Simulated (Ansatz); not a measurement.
**CHFGaN (SMILES N#[C][GaH][F]) at HF/3-21G**

What is the energy change on altering one bond length of CHFGaN at HF/3-21G? 

The results are computed with Ansatz 0.2.0.

126 further runs of the same task are left out: 126 set aside as unsound or not needed.

**1. Starting point**

CHFGaN has 5 atoms, charge 0, and is taken as a singlet. As SMILES, `N#[C][GaH][F]`. The shape is that of a PBE0-D4/def2-TZVP optimisation.

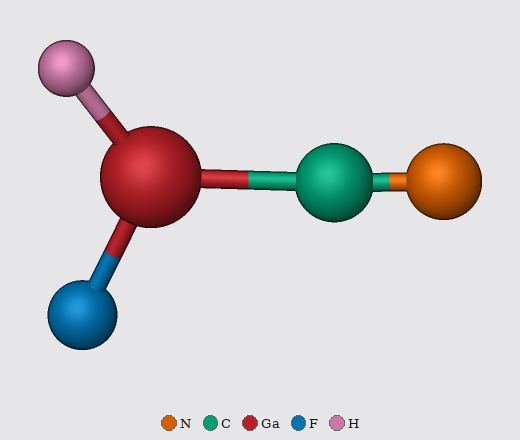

The structure, seen from a chosen angle (nitrogen orange, carbon teal, gallium red, fluorine blue, hydrogen pink).

**2. A single-point energy at HF/3-21G**

Input file run.yaml:

```yaml
crystal:
  periodic: [false, false, false]
  atoms:
    - {symbol: "N", position_ang: [1.214000, -1.657200, 1.266000]}
    - {symbol: C, position_ang: [0.641000, -0.864700, 0.656300]}
    - {symbol: Ga, position_ang: [-0.259700, 0.519000, -0.345500]}
    - {symbol: F, position_ang: [-1.724700, -0.053500, -1.092600]}
    - {symbol: H, position_ang: [0.179200, 1.982700, -0.525600]}
basis:
  gaussian:
    orbitals: 3-21G-spherical.json
hamiltonian:
  xc: hf
accuracy: high
output:
  orbitals: {seedname: orbitals}
```

The basis set 3-21G is read from a file made from the Basis Set Exchange's data (not shown).

The run is started by

```
$ ansatz run run.yaml --threads 1 --pin off --max-ram 3480MiB --events-out events.jsonl --progress --plain --runs-dir runs
```

The log of the run:

```text
Warning: RAYON_NUM_THREADS=1 ignored (pool sized by the plan → 1); use --threads N
Functional definition: HF
  name "HF"
  exchange = exact_x
  correlation = 0
967 factors; integrals over basis functions are off by at most 4.8e-9 eV
mean field evaluation 1: about -57281.7292 eV, gradient 3.7e1 eV
mean field evaluation 2: about -57281.9969 eV, gradient 3.7e1 eV
mean field evaluation 4: about -57285.0600 eV, gradient 3.5e0 eV
mean field evaluation 8: about -57285.1168 eV, gradient 4.3e-1 eV
mean field evaluation 16: about -57285.1175 eV, gradient 2.9e-8 eV
mean field -57285.11753895 eV, -2105.1892403091 hartree, gradient 3.6e-8 eV, S^2 0.000000; 0 other end points of the search recorded, 0 dependent functions left out
reference -57285.11753895 eV, -2105.1892403091 hartree; 27, 27 occupied and 24, 24 virtual orbitals, 967 factors
Total energy: -57285.11753895 eV, -2105.1892403091 hartree
```

Wall time 0.54 s (1 thread of Arm Neoverse V2, shared host); peak memory 0.11 GiB.

**3. The distorted shape, same level**

Input file job.yaml:

```yaml
crystal:
  periodic: [false, false, false]
  atoms:
    - {symbol: "N", position_ang: [1.148155, -1.876790, 1.293019]}
    - {symbol: C, position_ang: [0.575155, -1.084290, 0.683319]}
    - {symbol: Ga, position_ang: [-0.325545, 0.299410, -0.318481]}
    - {symbol: F, position_ang: [-1.790545, -0.273090, -1.065581]}
    - {symbol: H, position_ang: [0.179200, 1.982700, -0.525600]}
basis:
  gaussian: {orbitals: 3-21G-spherical.json}
hamiltonian: {xc: hf}
output: {orbitals: {seedname: orbitals}}
magnetization: {spin_polarized: false, initial_magnetization: 0}
accuracy: high
```

The basis set 3-21G is read from a file made from the Basis Set Exchange's data (not shown).

The run is started by

```
$ ansatz run job.yaml --threads 1 --pin off --max-ram 3480MiB --events-out events.jsonl --progress --plain --runs-dir runs
```

The log of the run:

```text
Warning: RAYON_NUM_THREADS=1 ignored (pool sized by the plan → 1); use --threads N
[... 4 set-up lines as earlier in the session ...]
965 factors; integrals over basis functions are off by at most 4.9e-9 eV
mean field evaluation 1: about -57281.4338 eV, gradient 3.7e1 eV
mean field evaluation 2: about -57281.6986 eV, gradient 3.7e1 eV
mean field evaluation 4: about -57284.7633 eV, gradient 3.5e0 eV
mean field evaluation 8: about -57284.8227 eV, gradient 4.3e-1 eV
mean field evaluation 16: about -57284.8234 eV, gradient 2.9e-8 eV
mean field -57284.82339462 eV, -2105.1784307043 hartree, gradient 3.5e-8 eV, S^2 0.000000; 0 other end points of the search recorded, 0 dependent functions left out
reference -57284.82339462 eV, -2105.1784307043 hartree; 27, 27 occupied and 24, 24 virtual orbitals, 965 factors
Total energy: -57284.82339462 eV, -2105.1784307043 hartree
```

Run time: 0.54 s. Hardware: 1 thread of Arm Neoverse V2, shared host; peak memory 0.11 GiB.

**4. What came out**

At HF/3-21G:

```
                                                          quantity           value
                                         first shape: total energy  -2105.18924 Eh
                                          first shape: HOMO energy       -13.15 eV
                                          first shape: LUMO energy         0.63 eV
                                        first shape: HOMO–LUMO gap        13.78 eV
                                     distorted shape: total energy  -2105.17843 Eh
                                      distorted shape: HOMO energy       -12.83 eV
                                      distorted shape: LUMO energy         0.57 eV
                                    distorted shape: HOMO–LUMO gap        13.40 eV
energy change with the Ga3–H5 bond stretched from 1.539 to 1.770 Å        0.294 eV
```

**Reading.** With the Ga3–H5 bond stretched from 1.539 to 1.770 Å the energy rises by 0.29 eV (28.4 kJ/mol). The first shape isn't relaxed at this level, so the change isn't measured from a minimum.
